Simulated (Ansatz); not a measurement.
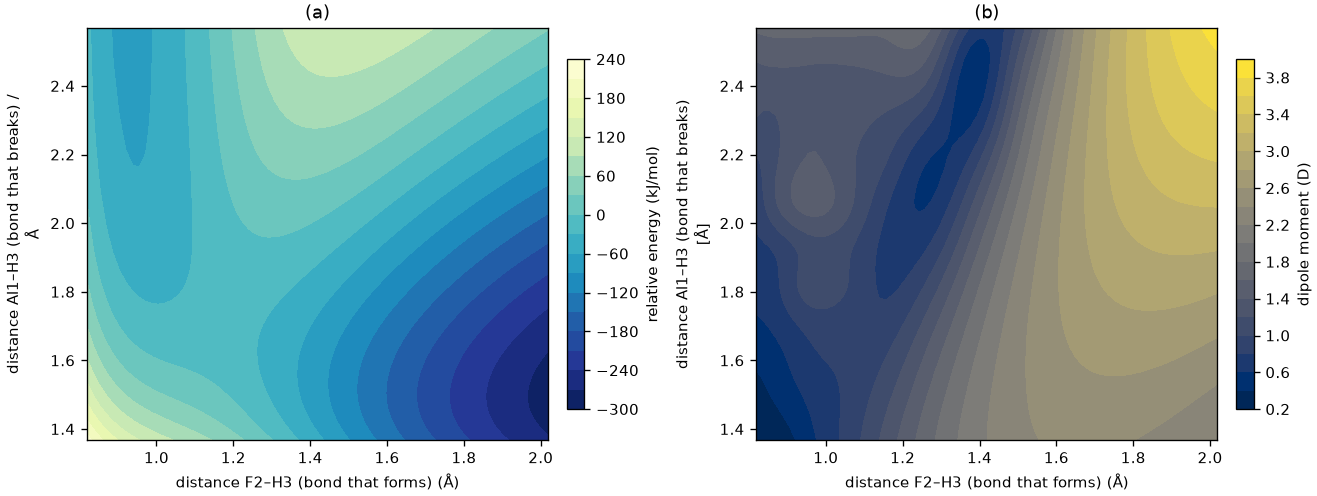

The reacting system AlFH₂ (fragments AlFH₂ where the first distance is long, AlH + FH where the second is long). 
- First axis: distance F2–H3 (bond that forms). Second axis: distance Al1–H3 (bond that breaks).
- Relaxed at each point: all other coordinates.
- The grid has 12 × 12 points.
- Points are written as (first, second).
- Energies are in kJ/mol, from a guessed transition structure relaxed with its forming and breaking bonds held.
- The reference is spin-restricted, so regions where a bond is pulled apart into radicals lie too high.
- Computed with Ansatz 0.2.0, RKS CAM-B3LYP-D4/def2-TZVP.

Panel (a) is the energy; panel (b) is the computed dipole moment, in D.

In the figure: filled contours. Between grid points the surface is interpolated.

How does the dipole moment vary over the map, and what is it at the lowest grid point?

Leaving out the highest fifth of the energies, it runs from 0.59 D at (1.267 Å, 2.174 Å) to 3.86 D at (2.019 Å, 2.568 Å). At the lowest grid point, (2.019 Å, 1.510 Å), it is 2.37 D. That point lies on the edge of the scan.

```
second ↓, first →  0.819  0.879  0.961  1.056  1.158  1.267  1.382  1.501  1.625  1.753  1.884  2.019
            2.568   1.64   1.68   1.71   1.69   1.66   1.63   0.75   1.04   2.23   3.05   3.57   3.86
            2.433   1.34   1.36   1.37   1.36   1.40   1.23   0.46   1.33   2.37   3.08   3.50   3.73
            2.302   1.19   1.21   1.37   1.28   1.16   0.85   0.57   1.60   2.50   3.08   3.42   3.57
            2.174   0.96   1.21   1.43   1.25   0.99   0.59   0.89   1.84   2.58   3.05   3.30   3.39
            2.050   0.85   1.22   1.48   1.25   0.81   0.60   1.21   2.03   2.63   3.00   3.16   3.20
            1.931   0.76   0.87   1.11   1.04   0.74   0.80   1.48   2.17   2.65   2.92   3.02   3.02
            1.816   0.66   0.80   1.11   1.00   0.77   1.05   1.70   2.27   2.64   2.83   2.89   2.83
            1.707   0.57   0.68   0.88   0.87   0.88   1.28   1.86   2.33   2.61   2.74   2.74   2.66
            1.605   0.44   0.55   0.76   0.84   1.01   1.46   1.98   2.35   2.57   2.65   2.62   2.51
            1.510   0.34   0.47   0.66   0.84   1.13   1.60   2.05   2.36   2.52   2.56   2.50   2.37
            1.428   0.26   0.36   0.59   0.86   1.22   1.69   2.09   2.35   2.48   2.48   2.40   2.27
            1.368   0.22   0.27   0.55   0.87   1.28   1.73   2.11   2.34   2.44   2.43   2.34   2.19
```
